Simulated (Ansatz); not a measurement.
# Titanium, fcc under r²SCAN: ground state and equation of state, part 2 of 2

The plan for titanium in the fcc structure: relax it, solve it on a dense k-mesh, switch on spin-orbit coupling, then scale the cell to 7 volumes from 88 to 112 % of the relaxed one and try a fit of the equation of state. The k-meshes are 13×13×13 for the relaxation; 22×22×22 for the dense run; 13×13×13 for spin-orbit coupling; 15×15×15 for the volumes.

Ansatz 0.2.0; DFT, r2SCAN, plane waves (500 eV) with PAW, scalar-relativistic. Earlier steps stand in the parts before.

### Step 5. Volume × 0.88

This is Ti in the fcc structure; at room conditions it is hcp.

Contents of input.yaml:

```yaml
crystal:
  lattice:
    - [0.0, 1.9705742659, 1.9705742659]
    - [1.9705742659, 0.0, 1.9705742659]
    - [1.9705742659, 1.9705742659, 0.0]
  atoms:
    - { symbol: Ti, position: [0.0, 0.0, 0.0] }
hamiltonian:
  xc: r2scan
  pseudopotentials:
    kind: paw
    azcp:
      Ti: "pseudopotentials/Ti.paw.azcp"
basis:
  ecutwfc: 500
  fft_grid_basis: typed
kpoints:
  mp_grid: { grid: [15, 15, 15], shift: [0, 0, 0] }
magnetization:
  spin_polarized: false
scf:
  occupations: { method: fermi_dirac, width: 0.1 }
  lower_state_search: "off"
output:
  stress: true
```

Started as:

```console
ansatz run input.yaml --threads 1 --pin off --max-ram 3584MiB --backend cpu --events-out ev --progress --plain --runs-dir out
```

Log (excerpt; [...] marks lines left out):

```text
[...]
Pseudopotentials: kind: paw
Pseudopotential: Ti, paw, valence charge 12, recommended cutoff 500 eV (meta_gga), <dir>
Functional definition: r2SCAN
[...]
Crystal: 1 atoms, lattice volume = 15.304 Å³
Basis set: ecut = 500 eV, 387 PW (Γ), exchange–correlation on 96×96×96 points (64 copies of the dense FFT grid, shifted against one another)
Bands: 10, of which v1, the nominal top of the filled ones, is band 6 counted from 1 (5 counted from 0)
Symmetry: 48 space group operations
Space group: Fm-3m (ITA 225), of the structure as read, at distance tolerance 2.5e-5 Å
k-points: 120 of 3375
[...]
SCF iter   1: F=-2504.204526 eV  HF=-2504.182044 eV  |F-HF|=2.25e-2  |Δ(HF+E_count)|=         —  Δρ=1.38e-2  dr2=2.47e-2  dr2_τ=1.30e-2  ethr=1.77e-3  ⟨swp⟩=4.5  Hψ=6502  notcnv=0
[...]
SCF iter   6: F=-2504.220789 eV  HF=-2504.220789 eV  |F-HF|=4.93e-9  |Δ(HF+E_count)|=   9.22e-8  Δρ=6.07e-6  dr2=3.59e-9  dr2_τ=3.54e-10  ethr=5.45e-10  ⟨swp⟩=2.0  Hψ=4307  notcnv=0
[...]
SCF converged after 6 iterations
Free energy (F): -2504.220789 eV
[...]
E sigma→0 (E₀):  -2504.198404 eV
Entropy (-TS):   -0.044771 eV (-44.771 meV/atom)
Fermi energy:    15.380355 eV
[...]
--- Stress (GPa, compression-positive) ---
       17.438155       0.000000       0.000000
       -0.000000      17.438155      -0.000000
        0.000000      -0.000000      17.438155
  P = ⅓ Tr σ = 17.4382 GPa (174.382 kbar)
```

Run time: 5.2 s. Hardware: 1 thread of Intel Xeon Platinum 8259CL at 2.50GHz (Skylake/Cascade Lake), shared host; peak memory 0.53 GiB.

### Step 6. Volume × 0.92

Changes to input.yaml since step 5:

```diff
@@ -2,5 +2,5 @@
   lattice:
-    - [0.0, 1.9705742659, 1.9705742659]
-    - [1.9705742659, 0.0, 1.9705742659]
-    - [1.9705742659, 1.9705742659, 0.0]
+    - [0.0, 1.9999901589, 1.9999901589]
+    - [1.9999901589, 0.0, 1.9999901589]
+    - [1.9999901589, 1.9999901589, 0.0]
   atoms:
```

Started as:

```console
ansatz run input.yaml --threads 1 --pin off --max-ram 3584MiB --backend cpu --events-out ev --progress --plain --runs-dir out
```

Log (excerpt; [...] marks lines left out):

```text
[...]
[... 3 set-up lines as earlier in the session ...]
[...]
Crystal: 1 atoms, lattice volume = 16.000 Å³
Basis set: ecut = 500 eV, 411 PW (Γ), exchange–correlation on 96×96×96 points (64 copies of the dense FFT grid, shifted against one another)
Bands: 10, of which v1, the nominal top of the filled ones, is band 6 counted from 1 (5 counted from 0)
[... 2 set-up lines as earlier in the session ...]
k-points: 120 of 3375
[...]
SCF iter   1: F=-2504.263557 eV  HF=-2504.250133 eV  |F-HF|=1.34e-2  |Δ(HF+E_count)|=         —  Δρ=1.42e-2  dr2=2.79e-2  dr2_τ=1.08e-2  ethr=1.77e-3  ⟨swp⟩=4.4  Hψ=6506  notcnv=0
[...]
SCF iter   6: F=-2504.281218 eV  HF=-2504.281218 eV  |F-HF|=7.94e-9  |Δ(HF+E_count)|=   1.07e-7  Δρ=7.23e-6  dr2=5.25e-9  dr2_τ=5.30e-10  ethr=6.22e-10  ⟨swp⟩=2.0  Hψ=4313  notcnv=0
[...]
SCF converged after 6 iterations
Free energy (F): -2504.281218 eV
[...]
E sigma→0 (E₀):  -2504.257815 eV
Entropy (-TS):   -0.046805 eV (-46.805 meV/atom)
Fermi energy:    14.603878 eV
[...]
--- Stress (GPa, compression-positive) ---
       10.592712       0.000000       0.000000
        0.000000      10.592712       0.000000
        0.000000       0.000000      10.592712
  P = ⅓ Tr σ = 10.5927 GPa (105.927 kbar)
```

Run time: 5.2 s. Hardware: 1 thread of Intel Xeon Platinum 8259CL at 2.50GHz (Skylake/Cascade Lake), shared host; peak memory 0.55 GiB.

### Step 7. Volume × 0.96

Changes to input.yaml since step 6:

```diff
@@ -2,5 +2,5 @@
   lattice:
-    - [0.0, 1.9999901589, 1.9999901589]
-    - [1.9999901589, 0.0, 1.9999901589]
-    - [1.9999901589, 1.9999901589, 0.0]
+    - [0.0, 2.0285653075, 2.0285653075]
+    - [2.0285653075, 0.0, 2.0285653075]
+    - [2.0285653075, 2.0285653075, 0.0]
   atoms:
@@ -25 +25,5 @@
   stress: true
+  write_density: true
+  write_potential: true
+  elf: true
+  volumetric_format: npy
```

Started as:

```console
ansatz run input.yaml --threads 1 --pin off --max-ram 3584MiB --backend cpu --events-out ev --progress --plain --runs-dir out
```

Log (excerpt; [...] marks lines left out):

```text
[...]
[... 3 set-up lines as earlier in the session ...]
[...]
Crystal: 1 atoms, lattice volume = 16.695 Å³
Basis set: ecut = 500 eV, 411 PW (Γ), exchange–correlation on 96×96×96 points (64 copies of the dense FFT grid, shifted against one another)
Bands: 10, of which v1, the nominal top of the filled ones, is band 6 counted from 1 (5 counted from 0)
[... 2 set-up lines as earlier in the session ...]
k-points: 120 of 3375
[...]
SCF iter   1: F=-2504.294593 eV  HF=-2504.290245 eV  |F-HF|=4.35e-3  |Δ(HF+E_count)|=         —  Δρ=1.47e-2  dr2=3.23e-2  dr2_τ=9.12e-3  ethr=1.77e-3  ⟨swp⟩=4.5  Hψ=6453  notcnv=0
[...]
SCF iter   6: F=-2504.314339 eV  HF=-2504.314339 eV  |F-HF|=1.13e-8  |Δ(HF+E_count)|=   1.15e-7  Δρ=7.88e-6  dr2=6.41e-9  dr2_τ=7.76e-10  ethr=6.46e-10  ⟨swp⟩=4.9  Hψ=6135  notcnv=0
[...]
SCF converged after 6 iterations
Free energy (F): -2504.314339 eV
[...]
E sigma→0 (E₀):  -2504.289860 eV
Entropy (-TS):   -0.048957 eV (-48.957 meV/atom)
Fermi energy:    13.889376 eV
[...]
--- Stress (GPa, compression-positive) ---
        4.830291      -0.000000       0.000000
        0.000000       4.830291       0.000000
        0.000000       0.000000       4.830291
  P = ⅓ Tr σ = 4.8303 GPa (48.303 kbar)
--- Band table (eV; the first three rows and the last of 120) ---
  k-point 0: bands = ["-45.1010", "-19.8472", "-19.8472", "-19.8472", "7.3020", "14.9131", "14.9131", "14.9131", "16.8053", "16.8053"]
[...]
```

Wall time 7.6 s (1 thread of Intel Xeon Platinum 8259CL at 2.50GHz (Skylake/Cascade Lake), shared host); peak memory 0.55 GiB.

### Step 8. Volume × 1.0

Changes to input.yaml since step 7:

```diff
@@ -2,5 +2,5 @@
   lattice:
-    - [0.0, 2.0285653075, 2.0285653075]
-    - [2.0285653075, 0.0, 2.0285653075]
-    - [2.0285653075, 2.0285653075, 0.0]
+    - [0.0, 2.0563573269, 2.0563573269]
+    - [2.0563573269, 0.0, 2.0563573269]
+    - [2.0563573269, 2.0563573269, 0.0]
   atoms:
@@ -25,5 +25 @@
   stress: true
-  write_density: true
-  write_potential: true
-  elf: true
-  volumetric_format: npy
```

Started as:

```console
ansatz run input.yaml --threads 1 --pin off --max-ram 3584MiB --backend cpu --events-out ev --progress --plain --runs-dir out
```

Log (excerpt; [...] marks lines left out):

```text
[...]
[... 3 set-up lines as earlier in the session ...]
[...]
Crystal: 1 atoms, lattice volume = 17.391 Å³
Basis set: ecut = 500 eV, 459 PW (Γ), exchange–correlation on 96×96×96 points (64 copies of the dense FFT grid, shifted against one another)
Bands: 10, of which v1, the nominal top of the filled ones, is band 6 counted from 1 (5 counted from 0)
[... 2 set-up lines as earlier in the session ...]
k-points: 120 of 3375
[...]
SCF iter   1: F=-2504.301826 eV  HF=-2504.306727 eV  |F-HF|=4.90e-3  |Δ(HF+E_count)|=         —  Δρ=1.54e-2  dr2=3.81e-2  dr2_τ=7.96e-3  ethr=1.77e-3  ⟨swp⟩=4.4  Hψ=6565  notcnv=0
[...]
SCF iter   6: F=-2504.324482 eV  HF=-2504.324482 eV  |F-HF|=9.88e-9  |Δ(HF+E_count)|=   1.18e-7  Δρ=7.46e-6  dr2=6.64e-9  dr2_τ=8.39e-10  ethr=6.74e-10  ⟨swp⟩=2.0  Hψ=4332  notcnv=0
[...]
SCF converged after 6 iterations
Free energy (F): -2504.324482 eV
[...]
E sigma→0 (E₀):  -2504.298906 eV
Entropy (-TS):   -0.051152 eV (-51.152 meV/atom)
Fermi energy:    13.229590 eV
[...]
--- Stress (GPa, compression-positive) ---
       -0.019073      -0.000000       0.000000
        0.000000      -0.019073       0.000000
       -0.000000       0.000000      -0.019073
  P = ⅓ Tr σ = -0.0191 GPa (-0.191 kbar)
```

Run time: 5.8 s. Hardware: 1 thread of Intel Xeon Platinum 8259CL at 2.50GHz (Skylake/Cascade Lake), shared host; peak memory 0.55 GiB.

### Step 9. Volume × 1.04

Changes to input.yaml since step 8:

```diff
@@ -2,5 +2,5 @@
   lattice:
-    - [0.0, 2.0563573269, 2.0563573269]
-    - [2.0563573269, 0.0, 2.0563573269]
-    - [2.0563573269, 2.0563573269, 0.0]
+    - [0.0, 2.0834177634, 2.0834177634]
+    - [2.0834177634, 0.0, 2.0834177634]
+    - [2.0834177634, 2.0834177634, 0.0]
   atoms:
```

Started as:

```console
ansatz run input.yaml --threads 1 --pin off --max-ram 3584MiB --backend cpu --events-out ev --progress --plain --runs-dir out
```

Log (excerpt; [...] marks lines left out):

```text
[...]
[... 3 set-up lines as earlier in the session ...]
[...]
Crystal: 1 atoms, lattice volume = 18.087 Å³
Basis set: ecut = 500 eV, 459 PW (Γ), exchange–correlation on 96×96×96 points (64 copies of the dense FFT grid, shifted against one another)
Bands: 10, of which v1, the nominal top of the filled ones, is band 6 counted from 1 (5 counted from 0)
[... 2 set-up lines as earlier in the session ...]
k-points: 120 of 3375
[...]
SCF iter   1: F=-2504.289133 eV  HF=-2504.303315 eV  |F-HF|=1.42e-2  |Δ(HF+E_count)|=         —  Δρ=1.62e-2  dr2=4.49e-2  dr2_τ=7.21e-3  ethr=1.77e-3  ⟨swp⟩=4.4  Hψ=6591  notcnv=0
[...]
SCF iter   6: F=-2504.315280 eV  HF=-2504.315280 eV  |F-HF|=3.28e-9  |Δ(HF+E_count)|=   1.05e-7  Δρ=4.79e-6  dr2=3.78e-9  dr2_τ=5.79e-10  ethr=6.37e-10  ⟨swp⟩=2.0  Hψ=4329  notcnv=0
[...]
SCF converged after 6 iterations
Free energy (F): -2504.315280 eV
[...]
E sigma→0 (E₀):  -2504.288639 eV
Entropy (-TS):   -0.053281 eV (-53.281 meV/atom)
Fermi energy:    12.618507 eV
[...]
--- Stress (GPa, compression-positive) ---
       -4.100598      -0.000000       0.000000
        0.000000      -4.100598       0.000000
        0.000000       0.000000      -4.100598
  P = ⅓ Tr σ = -4.1006 GPa (-41.006 kbar)
```

It took 3.7 s on 1 thread of Intel Xeon Platinum 8259CL at 2.50GHz (Skylake/Cascade Lake), shared host; peak memory 0.54 GiB.

### Step 10. Volume × 1.08

Changes to input.yaml since step 9:

```diff
@@ -2,5 +2,5 @@
   lattice:
-    - [0.0, 2.0834177634, 2.0834177634]
-    - [2.0834177634, 0.0, 2.0834177634]
-    - [2.0834177634, 2.0834177634, 0.0]
+    - [0.0, 2.1097929401, 2.1097929401]
+    - [2.1097929401, 0.0, 2.1097929401]
+    - [2.1097929401, 2.1097929401, 0.0]
   atoms:
```

Started as:

```console
ansatz run input.yaml --threads 1 --pin off --max-ram 3584MiB --backend cpu --events-out ev --progress --plain --runs-dir out
```

Log (excerpt; [...] marks lines left out):

```text
[...]
[... 3 set-up lines as earlier in the session ...]
[...]
Crystal: 1 atoms, lattice volume = 18.782 Å³
Basis set: ecut = 500 eV, 531 PW (Γ), exchange–correlation on 96×96×96 points (64 copies of the dense FFT grid, shifted against one another)
Bands: 10, of which v1, the nominal top of the filled ones, is band 6 counted from 1 (5 counted from 0)
[... 1 set-up line as earlier in the session ...]
Space group: Fm-3m (ITA 225), of the structure as read, at distance tolerance 2.7e-5 Å
k-points: 120 of 3375
[...]
SCF iter   1: F=-2504.259572 eV  HF=-2504.283135 eV  |F-HF|=2.36e-2  |Δ(HF+E_count)|=         —  Δρ=1.69e-2  dr2=5.25e-2  dr2_τ=6.77e-3  ethr=1.77e-3  ⟨swp⟩=4.4  Hψ=6626  notcnv=0
[...]
SCF iter   6: F=-2504.289807 eV  HF=-2504.289807 eV  |F-HF|=3.46e-11  |Δ(HF+E_count)|=   8.96e-8  Δρ=3.15e-6  dr2=2.21e-9  dr2_τ=3.53e-10  ethr=5.95e-10  ⟨swp⟩=2.0  Hψ=4329  notcnv=0
[...]
SCF converged after 6 iterations
Free energy (F): -2504.289807 eV
[...]
E sigma→0 (E₀):  -2504.262161 eV
Entropy (-TS):   -0.055293 eV (-55.293 meV/atom)
Fermi energy:    12.051093 eV
[...]
--- Stress (GPa, compression-positive) ---
       -7.533990       0.000000       0.000000
        0.000000      -7.533990       0.000000
        0.000000      -0.000000      -7.533990
  P = ⅓ Tr σ = -7.5340 GPa (-75.340 kbar)
```

Run time: 3.6 s. Hardware: 1 thread of Intel Xeon Platinum 8259CL at 2.50GHz (Skylake/Cascade Lake), shared host; peak memory 0.55 GiB.

### Step 11. Volume × 1.12

Changes to input.yaml since step 10:

```diff
@@ -2,5 +2,5 @@
   lattice:
-    - [0.0, 2.1097929401, 2.1097929401]
-    - [2.1097929401, 0.0, 2.1097929401]
-    - [2.1097929401, 2.1097929401, 0.0]
+    - [0.0, 2.1355246582, 2.1355246582]
+    - [2.1355246582, 0.0, 2.1355246582]
+    - [2.1355246582, 2.1355246582, 0.0]
   atoms:
@@ -25 +25,5 @@
   stress: true
+  write_density: true
+  write_potential: true
+  elf: true
+  volumetric_format: npy
```

Started as:

```console
ansatz run input.yaml --threads 1 --pin off --max-ram 3584MiB --backend cpu --events-out ev --progress --plain --runs-dir out
```

Log (excerpt; [...] marks lines left out):

```text
[...]
[... 3 set-up lines as earlier in the session ...]
[...]
Crystal: 1 atoms, lattice volume = 19.478 Å³
Basis set: ecut = 500 eV, 531 PW (Γ), exchange–correlation on 96×96×96 points (64 copies of the dense FFT grid, shifted against one another)
Bands: 10, of which v1, the nominal top of the filled ones, is band 6 counted from 1 (5 counted from 0)
[... 2 set-up lines as earlier in the session ...]
k-points: 120 of 3375
[...]
SCF iter   1: F=-2504.215839 eV  HF=-2504.248898 eV  |F-HF|=3.31e-2  |Δ(HF+E_count)|=         —  Δρ=1.77e-2  dr2=6.11e-2  dr2_τ=6.58e-3  ethr=1.77e-3  ⟨swp⟩=4.4  Hψ=6619  notcnv=0
[...]
SCF iter   6: F=-2504.250655 eV  HF=-2504.250655 eV  |F-HF|=6.51e-10  |Δ(HF+E_count)|=   7.51e-8  Δρ=2.88e-6  dr2=1.90e-9  dr2_τ=2.56e-10  ethr=4.70e-10  ⟨swp⟩=4.8  Hψ=6113  notcnv=0
[...]
SCF converged after 6 iterations
Free energy (F): -2504.250655 eV
[...]
E sigma→0 (E₀):  -2504.222056 eV
Entropy (-TS):   -0.057198 eV (-57.198 meV/atom)
Fermi energy:    11.523016 eV
[...]
--- Stress (GPa, compression-positive) ---
      -10.416769      -0.000000       0.000000
        0.000000     -10.416769       0.000000
        0.000000      -0.000000     -10.416769
  P = ⅓ Tr σ = -10.4168 GPa (-104.168 kbar)
--- Band table (eV; the first three rows and the last of 120) ---
  k-point 0: bands = ["-47.7813", "-22.6786", "-22.6786", "-22.6786", "5.3024", "12.4254", "12.4254", "12.4254", "13.9850", "13.9850"]
[...]
```

Run time: 6.1 s. Hardware: 1 thread of Intel Xeon Platinum 8259CL at 2.50GHz (Skylake/Cascade Lake), shared host; peak memory 0.55 GiB.

### Step 12. Energy and pressure against volume

The cell was scaled evenly, with its shape and the fractional positions fixed.

| V (Å³/atom) | E − E₀ (meV/atom) | P from the stress (GPa) | P from the fit (GPa) |
| --- | --- | --- | --- |
| 15.304 | 100.5 | 17.44 | 17.23 |
| 16.000 | 41.1 | 10.59 | 10.35 |
| 16.695 | 9.1 | 4.83 | 4.57 |
| 17.391 | 0.0 | -0.02 | -0.27 |
| 18.087 | 10.3 | -4.10 | -4.34 |
| 18.782 | 36.8 | -7.53 | -7.76 |
| 19.478 | 76.9 | -10.42 | -10.64 |

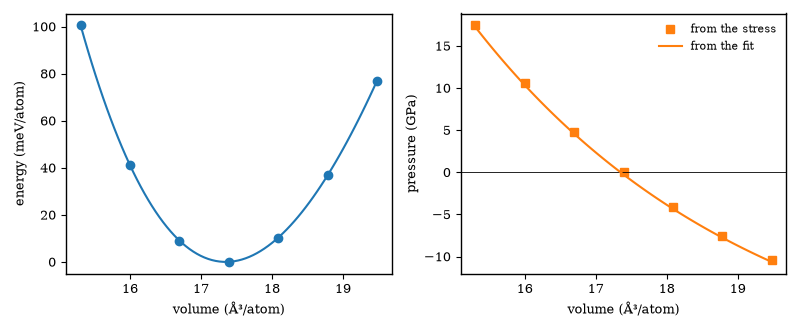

Energy and pressure against volume; the lines are the Birch-Murnaghan fit.

Fit (Birch-Murnaghan, third order): V₀ = 17.349 Å³/atom, B₀ = 112 GPa, B₀′ = 3.3, largest residual 0.01 meV/atom.

Fit and stress differ a little: one follows E(σ → 0), the other the smeared free energy.

### Step 13. Summary of results

The summary covers parts 1 to 2.

```
                      quantity                         value
space group (spins left aside)               Fm-3m (No. 225)
             conventional cell                   a = 4.113 Å
                        volume                17.391 Å³/atom
             shortest distance                       2.908 Å
               gap on the mesh  none (levels filled in part)
               relative to hcp                  +71 meV/atom
                   V₀, B₀, B₀′  17.349 Å³/atom, 112 GPa, 3.3
```

What this shows: From the guessed start the volume shrank by 1.5 % in 4 steps. It lies 71 meV/atom above the element's reference form at the same level (hcp, from a run of its own). Levels at the Fermi energy are filled in part, as in a metal. The total energy of the spin-orbit run lies +0.77 eV/atom from the scalar one, but the two kinds of run don't share a zero of energy: only differences within one kind count. The fitted modulus is 112 GPa. The symmetry was held, so the structure may be unstable against distortions that break it.
